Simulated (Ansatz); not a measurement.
## Electronic structure of H4HfO3S in real space

```yaml
atoms:
  - { symbol: O, position_ang: [-1.1624, 0.2025, 1.4516] }
  - { symbol: Hf, position_ang: [-0.0242, -0.1256, -0.0601] }
  - { symbol: O, position_ang: [1.8068, 0.0080, 0.5079] }
  - { symbol: O, position_ang: [-0.3732, -1.8071, -0.9102] }
  - { symbol: S, position_ang: [-0.4843, 1.5681, -1.8090] }
  - { symbol: H, position_ang: [-1.4334, 0.3587, 2.3499] }
  - { symbol: H, position_ang: [2.7490, -0.1224, 0.4937] }
  - { symbol: H, position_ang: [-0.7382, -2.6688, -1.0832] }
  - { symbol: H, position_ang: [-0.3402, 2.5866, -0.9407] }
```

Geometry: PBE0-D4/def2-TZVP; core potentials replace the inner electrons of Hf.

Theory: RKS PBE0-D4/def2-TZVPP (Ansatz 0.2.0).

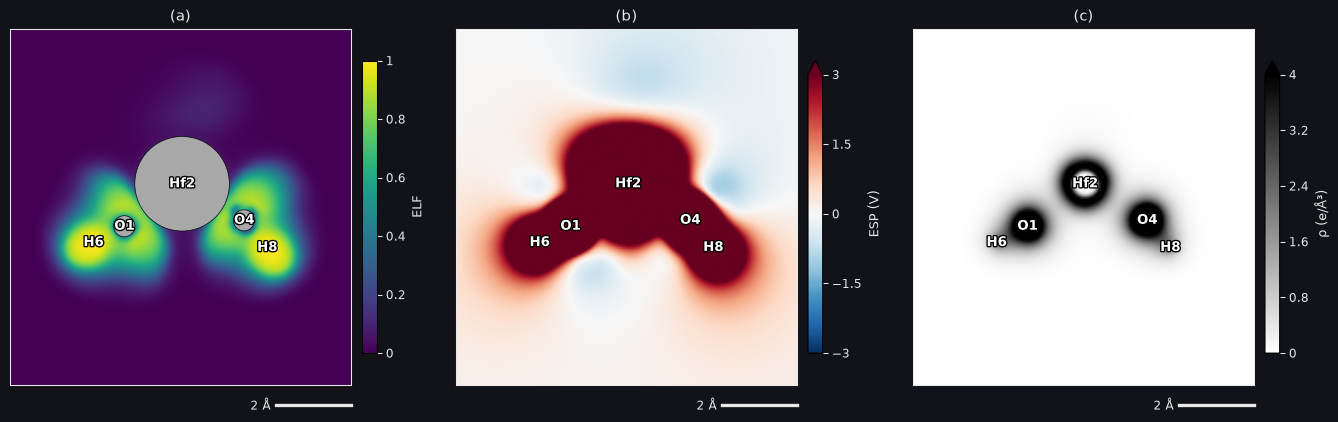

Figure 1. (a) ELF; (b) electrostatic potential; (c) electron density on the plane of atoms Hf2, O4 and H8. Grey discs cover the atomic cores in the ELF map.

What does the map show?

The section cuts through O, Hf and H sites.
Hf–O (1.92 Å): the density is about 0.9 e/Å³ at the midpoint; the ELF peaks at about 0.80 in the valence shell of O, 0.6 Å from its nucleus, and drops to about 0.20 between the two atoms.
O–H (0.95 Å): ρ is about 3.9 e/Å³ halfway; the ELF climbs to about 1 towards the hydrogen, as it does in any bond to H: an ordinary covalent bond to hydrogen.
Outside the dense part of the molecule the potential is most negative (−1.0 V) near O4.

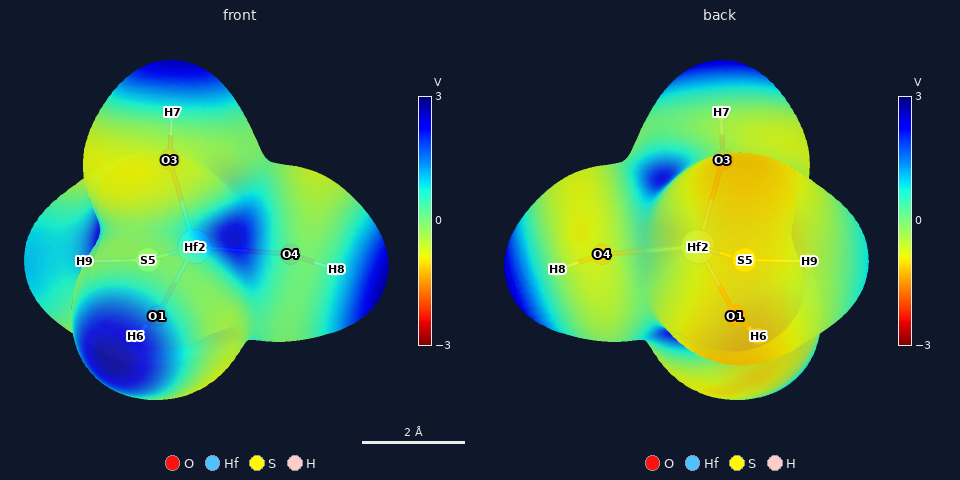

Figure 2. The molecular electrostatic potential painted on the density surface at 0.002 e/bohr³, seen from the front and from behind; red is negative and blue positive.

Describe the electrostatic potential map.

The most negative region (about −1.2 V, or −28 kcal/mol for a unit charge) lies over S5, the most positive (about +2.7 V, or +62 kcal/mol for a unit charge) over H6 and H8.

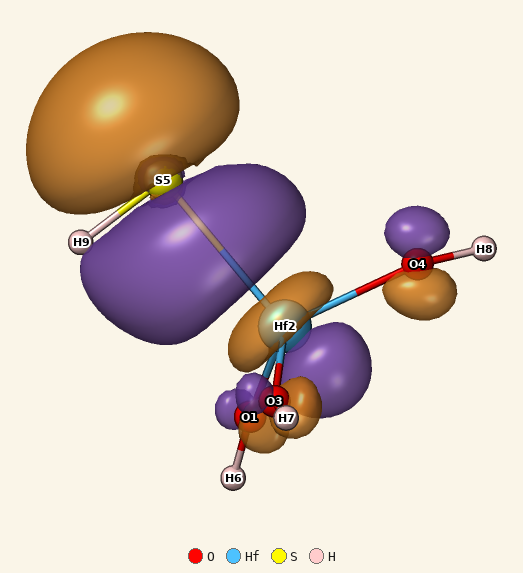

Figure 3. The HOMO−1 at ±0.08 Å⁻³ᐟ² (orange and purple are the two phases), seen from one side.

What is the character of this orbital?

It lies mainly on S5 (about 75 %) and Hf2 (about 20 %). Its energy is −8.02 eV.
